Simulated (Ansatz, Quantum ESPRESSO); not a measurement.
**CsH (Pm-3m): a worked LO-TO splitting**

Wanted: the LO mode of CsH (Pm-3m) from the TO mode and the field response.

Program: Quantum ESPRESSO 7.5. Level of theory: DFT LDA, scalar-relativistic, plane waves, PseudoDojo norm-conserving pseudopotentials. Results are calculated unless marked as measured.

### Step 1. Set-up

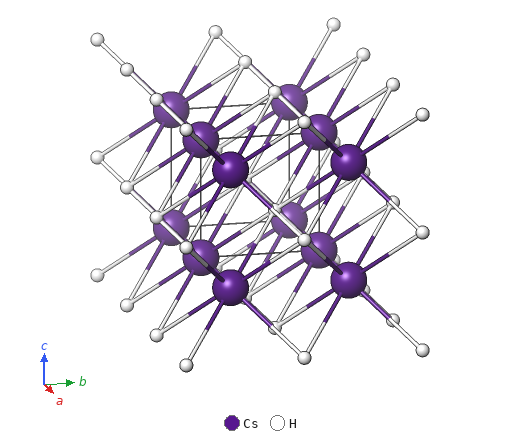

The cell as given, slightly off an axis (caesium purple, hydrogen white). 2×1×1 cells are drawn. Some periodic images of atoms are drawn too.

Structure file:

```cif
data_structure
_symmetry_space_group_name_H-M 'Pm-3m'
_symmetry_Int_Tables_number 221
_cell_length_a 3.6366
_cell_length_b 3.6366
_cell_length_c 3.6366
_cell_angle_alpha 90.000
_cell_angle_beta 90.000
_cell_angle_gamma 90.000
_cell_volume 48.09
loop_
_atom_site_label
_atom_site_type_symbol
_atom_site_symmetry_multiplicity
_atom_site_Wyckoff_symbol
_atom_site_fract_x
_atom_site_fract_y
_atom_site_fract_z
_atom_site_occupancy
Cs1 Cs 1 a 0.00000 0.00000 0.00000 1
H1 H 1 b 0.50000 0.50000 0.50000 1
```

This is the cell after its relaxation at this level of theory, not the database cell from which that began.

### Step 2. What the response run gave

A linear-response run on the relaxed cell, with the response to an electric field; only its zone-centre results are used. Cutoff 74 Ry, k mesh 6×6×6.

The program printed:

```text
[banners, grids, parts of the stress and lines that vanish by symmetry left out]
Program PHONON v.7.5
     Reading xml data from directory:

[...]
Exchange-correlation= PW
                           (   1   4   0   0   0   0   0)
[...]
(   4 q-points):
[...]
kinetic-energy cut-off    =      74.0000  Ry
     charge density cut-off    =     296.0000  Ry
     convergence threshold     =      1.0E-18
[...]
Exchange-correlation= PW
                           (   1   4   0   0   0   0   0)
[...]
q = (   0.0000000   0.0000000   0.0000000 )
     49 Sym.Ops. (with q -> -q+G )
     G cutoff =  354.0870  (  28017 G-vectors)     FFT grid: ( 40, 40, 40)
     number of k points=    20
[...]
Mode symmetry, O_h (m-3m)  point group:
[...]
Dielectric constant
[...]
End of electric fields calculation
          Dielectric constant in cartesian axis
          (       4.251844739       0.000000000       0.000000000 )
          (       0.000000000       4.251844739       0.000000000 )
          (       0.000000000       0.000000000       4.251844739 )
          Effective charges (d Force / dE) in cartesian axis without acoustic sum rule applied (asr)
           atom    1  Cs    Mean Z*:        1.17112
      Ex  (        1.17112        0.00000        0.00000 )
      Ey  (        0.00000        1.17112        0.00000 )
      Ez  (        0.00000        0.00000        1.17112 )
           atom    2  H     Mean Z*:       -1.17596
      Ex  (       -1.17596        0.00000        0.00000 )
      Ey  (        0.00000       -1.17596        0.00000 )
      Ez  (        0.00000        0.00000       -1.17596 )
          Effective charges Sum: Mean:       -0.00484
[...]
Effective charges (d Force / dE) in cartesian axis with asr applied:
           atom    1  Cs    Mean Z*:        1.17354
[...]
atom    2  H     Mean Z*:       -1.17354
[...]
Representation #   1 modes #   1   2   3
[...]
End of self-consistent calculation
     Convergence has been achieved
     Representation #   2 modes #   4   5   6
[...]
End of self-consistent calculation
     Convergence has been achieved
[...]
Dielectric constant in cartesian axis
          (       4.251844739       0.000000000       0.000000000 )
          (       0.000000000       4.251844739       0.000000000 )
          (       0.000000000       0.000000000       4.251844739 )
          Effective charges (d Force / dE) in cartesian axis without acoustic sum rule applied (asr)
           atom    1  Cs    Mean Z*:        1.17112
[...]
End of self-consistent calculation
     Convergence has been achieved
     Representation #   3 mode #   4
[...]
Convergence has been achieved
     Representation #   4 modes #   5   6
[...]
Convergence has been achieved
[...]
q = (    0.000000000   0.000000000  -0.500000000 )
[...]
freq (    1) =       0.958244 [THz] =      31.963595 [cm-1]
     freq (    2) =       0.958244 [THz] =      31.963595 [cm-1]
     freq (    3) =       2.894666 [THz] =      96.555674 [cm-1]
     freq (    4) =      14.933629 [THz] =     498.132232 [cm-1]
     freq (    5) =      14.933629 [THz] =     498.132232 [cm-1]
     freq (    6) =      21.674201 [THz] =     722.973529 [cm-1]
[...]
Mode symmetry, D_4h(4/mmm) point group:
     freq (   1-   2) =         32.0  [cm-1]   --> E_u  X_5' M_5'
     freq (   3-   3) =         96.6  [cm-1]   --> A_2u X_4' M_4'
     freq (   4-   5) =        498.1  [cm-1]   --> E_g  X_5  M_5
     freq (   6-   6) =        723.0  [cm-1]   --> A_1g X_1  M_1
[...]
Mode symmetry, D_4h(4/mmm) point group:
[...]
Representation #   1 mode #   1
[...]
Convergence has been achieved
     Representation #   2 mode #   2
[...]
Convergence has been achieved
     Representation #   3 modes #   3   4
[...]
Convergence has been achieved
     Representation #   4 modes #   5   6
[...]
Convergence has been achieved
[...]
q = (    0.000000000  -0.500000000  -0.500000000 )
[...]
freq (    1) =       0.843837 [THz] =      28.147369 [cm-1]
     freq (    2) =       2.590162 [THz] =      86.398488 [cm-1]
     freq (    3) =       2.590162 [THz] =      86.398488 [cm-1]
     freq (    4) =      12.111761 [THz] =     404.004867 [cm-1]
     freq (    5) =      14.775800 [THz] =     492.867647 [cm-1]
     freq (    6) =      14.775800 [THz] =     492.867647 [cm-1]
[...]
Mode symmetry, D_4h(4/mmm) point group:
     freq (   1-   1) =         28.1  [cm-1]   --> A_2u X_4' M_4'
     freq (   2-   3) =         86.4  [cm-1]   --> E_u  X_5' M_5'
     freq (   4-   4) =        404.0  [cm-1]   --> B_1u X_2' M_2'
     freq (   5-   6) =        492.9  [cm-1]   --> E_u  X_5' M_5'
[...]
Mode symmetry, O_h (m-3m)  point group:
[...]
Representation #   1 modes #   1   2   3
[...]
End of self-consistent calculation
     Convergence has been achieved
     Representation #   2 modes #   4   5   6
[...]
End of self-consistent calculation
     Convergence has been achieved
[...]
q = (   -0.500000000  -0.500000000  -0.500000000 )
[...]
freq (    1) =       2.396431 [THz] =      79.936322 [cm-1]
     freq (    2) =       2.396431 [THz] =      79.936322 [cm-1]
     freq (    3) =       2.396431 [THz] =      79.936322 [cm-1]
     freq (    4) =      17.177801 [THz] =     572.989772 [cm-1]
     freq (    5) =      17.177801 [THz] =     572.989772 [cm-1]
     freq (    6) =      17.177801 [THz] =     572.989772 [cm-1]
[...]
Mode symmetry, O_h (m-3m)  point group:
     freq (   1-   3) =         79.9  [cm-1]   --> T_1u G_15  G_4-
     freq (   4-   6) =        573.0  [cm-1]   --> T_2g G_25' G_5+

   JOB DONE.
```

```csv
quantity,value
cell volume Ω (Å³),48.092
mass of Cs (u),132.905
mass of H (u),1.008
"Born charge of Cs, raw (e)",1.171
"Born charge of H, raw (e)",-1.176
ε∞,4.252
ω(TO) after the sum rule (cm⁻¹),415.6
```

### Step 3. The calculation

The charges must sum to zero over the cell; taking off their mean, -0.002 e, leaves Z* = 1.174 e on Cs. In the polar mode Cs moves against H, so the reduced mass is μ = 132.91 × 1.01 / 133.91 = 1.000 u.

A longitudinal wave builds up a field that adds to the restoring force: ω(LO)² = ω(TO)² + 4π Z*² / (μ Ω ε∞), in Hartree atomic units. With μ = 1824 electron masses and Ω = 324.54 bohr³ the second term is 6.8776e-06 Ha², or 331286 cm⁻² (1 Ha = 219474.6 cm⁻¹).

So ω(LO) = √(172757 + 331286) = 710.0 cm⁻¹, and by the Lyddane-Sachs-Teller relation ε₀ = ε∞ (ω(LO)/ω(TO))² = 12.41.

### Step 4. Check against the program

The analysis program adds the same non-analytic term to the full matrix, here for q along (1 0 0).

The program printed:

```text
[banner, memory and clock lines left out]
Program DYNMAT v.7.5

     Reading Dynamical Matrix from file x.dyn1
     ...Force constants read
     ...epsilon and Z* read

     Polarizability (A^3 units)
     multiply by 0.479858 for Clausius-Mossotti correction
        12.444870    0.000000    0.000000
         0.000000   12.444870    0.000000
         0.000000    0.000000   12.444870

     IR activities are in (D/A)^2/amu units

# mode   [cm-1]    [THz]      IR
    1     -0.00   -0.0000    0.0000
    2     -0.00   -0.0000    0.0000
    3     -0.00   -0.0000    0.0000
    4    415.64   12.4606   31.7602
    5    415.64   12.4606   31.7602
    6    709.95   21.2839   31.7602
```

ε₀ comes from the program's run without a direction of q.

```csv
quantity,by hand,program
ω(LO) (cm⁻¹),710.0,710.0
ε₀,12.41,12.40
```

### Step 5. Results

| Quantity | Value |
| --- | --- |
| TO mode | 415.6 cm⁻¹ |
| LO mode | 710.0 cm⁻¹ |
| static dielectric constant | 12.40 |

In words: The LO mode of CsH (Pm-3m) lies at 710 cm⁻¹, 294 cm⁻¹ above the TO mode; the formula meets the program within 0.1 cm⁻¹, as it must for a cubic crystal with one polar mode. ω(LO)² − ω(TO)² goes with Z*²/ε∞: an error of 5 % in ε∞ would move the LO mode by 11.2 cm⁻¹, and semilocal functionals tend to overestimate ε∞. These are harmonic values at zero temperature, at the volume of this functional, for the structure held cubic; stability elsewhere in the zone is no part of this calculation.

[Host names and launcher messages were left out of these logs when they were recorded.]

[Logs are printed without paths, hosts, clocks, repeated set-up lines and the standing remarks that a program may print on its own settings, such as how far it seeks lower states.]

[Hosts, paths, dates, database ids (printed as entryN), source tags and the programs' standing remarks are cut or masked in the printed files.]
